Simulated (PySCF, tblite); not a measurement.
# C₅H₁₃B: a rotation path, then NMR shifts on frames, part 2 of 2

tblite 0.8.0 and PySCF 2.14.0. Atoms count from 0.

### Step 5. NMR shieldings: image 4, PBE0/pcSseg-1

Job settings and geometry (Å):

```
{"job": {"kind": "nmr", "xc": "PBE0", "basis": "pcSseg-1", "pop": false}, "charge": 0, "multiplicity": 1}
B     -0.668100     0.941500     1.598700
C     -0.339600     0.293300     0.190100
C     -0.907900     1.322100    -0.819900
C     -1.109500    -1.016000    -0.037100
C      1.192500     0.147200    -0.068200
C      1.720600    -1.264000    -0.313500
H     -1.622100     0.625900     2.195200
H      0.015000     1.793000     2.017000
H     -0.421600     2.289700    -0.718300
H     -0.756700     0.960400    -1.836200
H     -1.976100     1.461800    -0.664400
H     -0.832900    -1.765800     0.698800
H     -2.175800    -0.826400     0.066300
H     -0.936100    -1.420100    -1.032300
H      1.733900     0.557800     0.787200
H      1.466000     0.753900    -0.934200
H      1.306100    -1.690000    -1.223200
H      2.803500    -1.224300    -0.428900
H      1.499000    -1.930600     0.515500
```

Level: GIAO PBE0/pcSseg-1 NMR shielding, non-relativistic, gas phase.

The log of the run:

```text
coarse grid: 14576 points
cycle   1  E = -222.7668339990  dE =  2.675e-01  |g| = 4.200e-01  |ddm| = 3.539e+00
cycle   2  E = -222.7550505939  dE =  1.178e-02  |g| = 4.830e-01  |ddm| = 8.506e-01
cycle   3  E = -222.8168043302  dE = -6.175e-02  |g| = 4.274e-02  |ddm| = 4.888e-01
cycle   4  E = -222.8171696483  dE = -3.653e-04  |g| = 1.890e-02  |ddm| = 5.757e-02
cycle   5  E = -222.8172518071  dE = -8.216e-05  |g| = 4.356e-03  |ddm| = 1.790e-02
cycle   6  E = -222.8172561986  dE = -4.392e-06  |g| = 9.709e-04  |ddm| = 5.008e-03
final grid: 137088 points
cycle   7  E = -222.8551784728  dE = -6.512e-05  |g| = 9.467e-03  |ddm| = 3.877e-02
cycle   8  E = -222.8551697973  dE =  8.676e-06  |g| = 1.116e-02  |ddm| = 1.874e-02
cycle   9  E = -222.8552021974  dE = -3.240e-05  |g| = 7.483e-04  |ddm| = 1.033e-02
cycle  10  E = -222.8552023239  dE = -1.266e-07  |g| = 2.339e-04  |ddm| = 9.005e-04
cycle  11  E = -222.8552023362  dE = -1.222e-08  |g| = 5.941e-05  |ddm| = 2.077e-04
cycle  12  E = -222.8552023370  dE = -8.415e-10  |g| = 1.437e-05  |ddm| = 7.609e-05
converged SCF energy = -222.8552023370

GIAO shielding tensors (ppm)
atom      isotropic    diamagn.    paramagn.     s11        s22        s33       span
  0 B        7.857     194.708    -186.851    -62.942    -24.713    111.227    174.170
  1 C      153.920     246.568     -92.648    135.334    145.875    180.552     45.218
  2 C      163.699     248.345     -84.646    138.264    165.117    187.716     49.453
  3 C      161.931     247.895     -85.964    145.009    161.203    179.582     34.573
  4 C      153.220     246.705     -93.485    132.177    150.460    177.022     44.845
  5 C      173.774     246.943     -73.170    163.558    174.207    183.556     19.997
  6 H       24.106      31.304      -7.198     16.073     27.710     28.535     12.462
  7 H       24.126      31.530      -7.404     15.934     28.175     28.269     12.335
  8 H       31.029      31.314      -0.285     26.317     28.652     38.117     11.800
  9 H       30.663      31.314      -0.651     27.716     28.893     35.379      7.663
 10 H       31.252      30.989       0.263     26.342     28.804     38.611     12.269
 11 H       30.242      31.877      -1.635     25.554     28.593     36.579     11.025
 12 H       30.625      31.589      -0.963     26.606     28.342     36.928     10.323
 13 H       30.721      32.102      -1.381     26.688     29.957     35.517      8.829
 14 H       29.459      32.412      -2.953     23.908     29.107     35.362     11.454
 15 H       30.274      32.624      -2.350     24.999     31.163     34.659      9.661
 16 H       30.617      30.803      -0.186     26.119     29.888     35.845      9.726
 17 H       30.697      28.418       2.280     25.759     27.992     38.341     12.582
 18 H       30.964      30.730       0.234     26.404     29.571     36.917     10.514
```

Run time: 54 s. Hardware: 1 thread of Intel Xeon at 2.50GHz, shared host; peak memory 0.78 GiB.

This run: δ C4 33.7, C1 33.0, C3 25.0, C2 23.2, H6 7.61, H7 7.59 ppm.

### Step 6. NMR shieldings: image 6, PBE0/pcSseg-1

Job settings and geometry (Å):

```
{"job": {"kind": "nmr", "xc": "PBE0", "basis": "pcSseg-1", "pop": false}, "charge": 0, "multiplicity": 1}
B     -0.731500     1.107000     1.555200
C     -0.343900     0.286100     0.254700
C     -0.831000     1.173600    -0.914700
C     -1.102600    -1.045900     0.172400
C      1.194600     0.091800     0.146400
C      1.676300    -1.152800    -0.594100
H     -1.721500     0.870700     2.129300
H     -0.045900     1.980900     1.916900
H     -0.354800     2.151900    -0.889700
H     -0.604900     0.700700    -1.868600
H     -1.907500     1.322700    -0.853200
H     -0.831000    -1.694400     1.001900
H     -2.172600    -0.858100     0.228800
H     -0.903400    -1.567600    -0.761000
H      1.621200     0.064500     1.152500
H      1.612600     0.969400    -0.351200
H      1.288500    -1.190200    -1.608800
H      2.764500    -1.140200    -0.650400
H      1.383200    -2.061000    -0.073900
```

With the program's defaults for keys left out, this is: GIAO PBE0/pcSseg-1 NMR shielding, non-relativistic, gas phase.

The log of the run:

```text
coarse grid: 14576 points
cycle   1  E = -222.7696848438  dE =  2.703e-01  |g| = 4.231e-01  |ddm| = 3.529e+00
cycle   2  E = -222.7568020909  dE =  1.288e-02  |g| = 4.903e-01  |ddm| = 8.593e-01
cycle   3  E = -222.8203196324  dE = -6.352e-02  |g| = 4.394e-02  |ddm| = 4.948e-01
cycle   4  E = -222.8207156043  dE = -3.960e-04  |g| = 1.820e-02  |ddm| = 5.915e-02
cycle   5  E = -222.8207912964  dE = -7.569e-05  |g| = 4.512e-03  |ddm| = 1.720e-02
cycle   6  E = -222.8207959843  dE = -4.688e-06  |g| = 9.773e-04  |ddm| = 5.170e-03
final grid: 137088 points
cycle   7  E = -222.8586224374  dE = -7.692e-05  |g| = 9.575e-03  |ddm| = 4.400e-02
cycle   8  E = -222.8586135555  dE =  8.882e-06  |g| = 1.131e-02  |ddm| = 1.909e-02
cycle   9  E = -222.8586467060  dE = -3.315e-05  |g| = 7.885e-04  |ddm| = 1.042e-02
cycle  10  E = -222.8586468467  dE = -1.407e-07  |g| = 2.355e-04  |ddm| = 9.826e-04
cycle  11  E = -222.8586468589  dE = -1.216e-08  |g| = 6.901e-05  |ddm| = 2.181e-04
cycle  12  E = -222.8586468600  dE = -1.111e-09  |g| = 1.483e-05  |ddm| = 8.481e-05
cycle  13  E = -222.8586468601  dE = -6.355e-11  |g| = 1.275e-06  |ddm| = 2.304e-05
converged SCF energy = -222.8586468601

GIAO shielding tensors (ppm)
atom      isotropic    diamagn.    paramagn.     s11        s22        s33       span
  0 B       10.085     194.973    -184.888    -59.413    -25.843    115.511    174.923
  1 C      154.654     246.152     -91.498    138.357    147.742    177.864     39.507
  2 C      166.931     248.185     -81.253    135.704    173.454    191.636     55.932
  3 C      161.567     248.272     -86.705    144.729    161.124    178.847     34.118
  4 C      155.983     247.400     -91.417    135.423    157.913    174.613     39.191
  5 C      175.987     246.901     -70.914    166.840    178.947    182.173     15.333
  6 H       24.130      31.359      -7.229     16.097     27.709     28.583     12.486
  7 H       24.242      31.371      -7.129     16.134     28.126     28.466     12.332
  8 H       31.217      31.345      -0.129     26.391     28.632     38.626     12.235
  9 H       30.383      31.311      -0.928     27.085     28.985     35.077      7.992
 10 H       31.281      31.019       0.262     26.281     29.074     38.488     12.207
 11 H       30.519      31.812      -1.293     26.266     27.996     37.295     11.030
 12 H       30.571      31.658      -1.087     26.518     28.162     37.034     10.516
 13 H       30.717      32.170      -1.453     26.335     30.776     35.040      8.705
 14 H       29.975      32.330      -2.355     24.461     29.310     36.154     11.693
 15 H       30.235      32.812      -2.577     25.315     29.777     35.611     10.295
 16 H       30.721      30.891      -0.169     26.273     29.714     36.177      9.904
 17 H       30.689      28.483       2.205     25.776     27.942     38.348     12.572
 18 H       30.884      30.567       0.317     25.978     29.977     36.697     10.719
```

Wall time 54 s (1 thread of Intel Xeon at 2.50GHz, shared host); peak memory 0.78 GiB.

In short: δ C1 32.3, C4 30.9, C3 25.4, C2 20.0, H6 7.59, H7 7.47 ppm.

### Step 7. Nuclear shieldings: image 8, PBE0/pcSseg-1

Job settings and geometry (Å):

```
{"job": {"kind": "nmr", "xc": "PBE0", "basis": "pcSseg-1", "pop": false}, "charge": 0, "multiplicity": 1}
B     -0.765000     1.251600     1.468600
C     -0.352700     0.239600     0.320600
C     -0.764100     0.991200    -0.966600
C     -1.129000    -1.082800     0.372200
C      1.167700    -0.027400     0.308900
C      1.682100    -0.930700    -0.808900
H     -1.824200     1.189600     1.957700
H     -0.033500     2.106400     1.784800
H     -0.171900     1.894400    -1.095200
H     -0.621500     0.353600    -1.836300
H     -1.814400     1.272600    -0.925000
H     -0.814800    -1.673600     1.230200
H     -2.195400    -0.891800     0.463900
H     -0.970400    -1.670700    -0.529600
H      1.441200    -0.476200     1.267400
H      1.683400     0.933000     0.241300
H      1.440200    -0.525600    -1.788000
H      2.765400    -1.011800    -0.740900
H      1.267200    -1.932100    -0.732500
```

With the program's defaults for keys left out, this is: GIAO PBE0/pcSseg-1 NMR shielding, non-relativistic, gas phase.

The log of the run:

```text
coarse grid: 14576 points
cycle   1  E = -222.7743576575  dE =  2.814e-01  |g| = 4.246e-01  |ddm| = 3.514e+00
cycle   2  E = -222.7608845420  dE =  1.347e-02  |g| = 4.939e-01  |ddm| = 8.676e-01
cycle   3  E = -222.8252633915  dE = -6.438e-02  |g| = 4.510e-02  |ddm| = 4.994e-01
cycle   4  E = -222.8256845918  dE = -4.212e-04  |g| = 1.808e-02  |ddm| = 6.002e-02
cycle   5  E = -222.8257593031  dE = -7.471e-05  |g| = 4.519e-03  |ddm| = 1.673e-02
cycle   6  E = -222.8257639862  dE = -4.683e-06  |g| = 9.921e-04  |ddm| = 5.182e-03
final grid: 137088 points
cycle   7  E = -222.8626425182  dE = -5.751e-05  |g| = 9.532e-03  |ddm| = 3.725e-02
cycle   8  E = -222.8626325173  dE =  1.000e-05  |g| = 1.144e-02  |ddm| = 1.886e-02
cycle   9  E = -222.8626663792  dE = -3.386e-05  |g| = 7.486e-04  |ddm| = 1.054e-02
cycle  10  E = -222.8626665081  dE = -1.289e-07  |g| = 2.093e-04  |ddm| = 8.852e-04
cycle  11  E = -222.8626665177  dE = -9.509e-09  |g| = 5.819e-05  |ddm| = 1.774e-04
cycle  12  E = -222.8626665185  dE = -8.084e-10  |g| = 1.316e-05  |ddm| = 7.738e-05
converged SCF energy = -222.8626665185

GIAO shielding tensors (ppm)
atom      isotropic    diamagn.    paramagn.     s11        s22        s33       span
  0 B        9.442     194.539    -185.097    -60.804    -25.376    114.506    175.310
  1 C      151.234     246.398     -95.164    130.874    149.094    173.735     42.862
  2 C      172.754     248.940     -76.186    148.386    172.548    197.328     48.942
  3 C      161.046     248.064     -87.018    147.450    151.874    183.814     36.364
  4 C      151.709     247.565     -95.857    133.824    151.281    170.021     36.197
  5 C      178.543     247.198     -68.655    171.657    177.339    186.633     14.975
  6 H       24.070      31.284      -7.214     16.091     27.772     28.347     12.257
  7 H       24.187      31.256      -7.069     16.002     27.951     28.609     12.607
  8 H       31.453      31.578      -0.125     26.531     28.638     39.191     12.660
  9 H       30.420      31.717      -1.297     26.784     29.620     34.855      8.071
 10 H       31.272      31.116       0.156     26.520     29.000     38.297     11.776
 11 H       30.680      31.434      -0.754     26.487     27.966     37.587     11.101
 12 H       30.323      31.492      -1.169     26.284     27.841     36.844     10.560
 13 H       30.539      31.977      -1.438     26.167     30.572     34.878      8.711
 14 H       30.135      32.338      -2.202     25.569     28.868     35.968     10.399
 15 H       29.962      32.771      -2.808     25.152     28.426     36.309     11.157
 16 H       30.639      30.964      -0.325     25.612     30.391     35.914     10.302
 17 H       30.716      28.720       1.995     25.924     27.919     38.304     12.380
 18 H       30.818      30.733       0.085     25.591     30.277     36.586     10.995
```

Run time: 51 s. Hardware: 1 thread of Intel Xeon at 2.50GHz, shared host; peak memory 0.78 GiB.

This run: δ C1 35.7, C4 35.2, C3 25.9, C2 14.2, H6 7.65, H7 7.53 ppm.

### Step 8. Side by side: NMR shifts

Shifts (ppm) of some atoms, chosen among heavy atoms and hydrogens apart, with basis size and wall time:

| frame | C4 | C1 | C2 | C5 | H14 | H11 | B0 | functions | time |
| --- | --- | --- | --- | --- | --- | --- | --- | --- | --- |
| image 0 | 42.1 | 40.1 | 20.8 | 16.5 | 2.02 | 1.86 | 92.1 | 167 | 68 s |
| image 2 | 40.2 | 38.3 | 21.3 | 16.3 | 2.35 | 1.63 | 93.8 | 167 | 58 s |
| image 4 | 33.7 | 33.0 | 23.2 | 13.2 | 2.26 | 1.47 | 92.2 | 167 | 54 s |
| image 6 | 30.9 | 32.3 | 20.0 | 10.9 | 1.74 | 1.20 | 90.0 | 167 | 54 s |
| image 8 | 35.2 | 35.7 | 14.2 | 8.4 | 1.58 | 1.04 | 90.6 | 167 | 51 s |

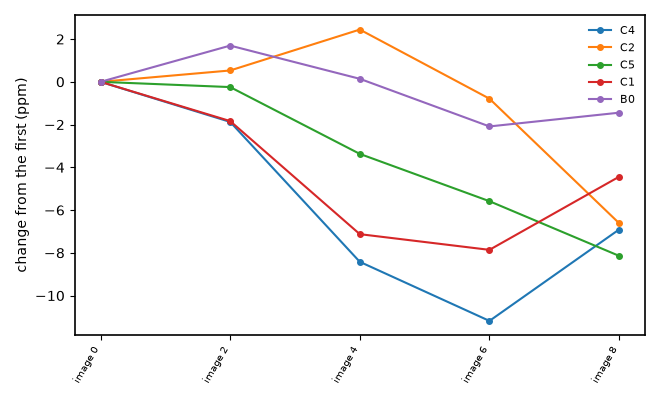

How five of the tabulated atoms move from run to run.

### Step 9. Outcome

What follows sums up all 2 parts.

| quantity | value |
| --- | --- |
| barrier | 0.218 eV (5.0 kcal/mol) at image 4 |
| end to end (GFN2-xTB) | 0.056 eV |
| 13C shifts against TMS (PBE0/pcSseg-1, image 0) | 42.1, 40.1, 27.0, 20.8, 16.5 ppm |
| 1H shifts against TMS (PBE0/pcSseg-1, image 0) | 7.94, 7.74, 2.02, 1.86, 1.36, 1.26, 1.21, 1.13, 0.98, 0.65, 0.55, 0.52, 0.42 ppm |
| 11B shifts against BF3·OEt2 (PBE0/pcSseg-1, image 0) | 92.1 ppm |
| potential on the surface of density 0.002 e/bohr³, 1st and 99th percentile | -0.30 V and 1.11 V |
| range of the shift of C4 | 30.9 to 42.1 ppm |

**Reading.** Along the band the dihedral turns by 122°, and the top (dihedral 234°) lies 5.0 kcal/mol above the start (GFN2-xTB, rough), so at room temperature this motion is fast. The top was not checked by a frequency run. Shifts at one fixed geometry are not the observed spectrum, which averages over the motion. In the first frame run (image 0): The largest span, 191 ppm, is at B0, where the paramagnetic term is -187 ppm. By nearest atom (PBE0/pcSseg-1), the HOMO sits on C1 29 %; B0 21 % and the LUMO on B0 48 %; H6, H7 about 14 % each. Across the 5 runs the shift of C4 moves most, between 30.9 (image 6) and 42.1 ppm (image 0).
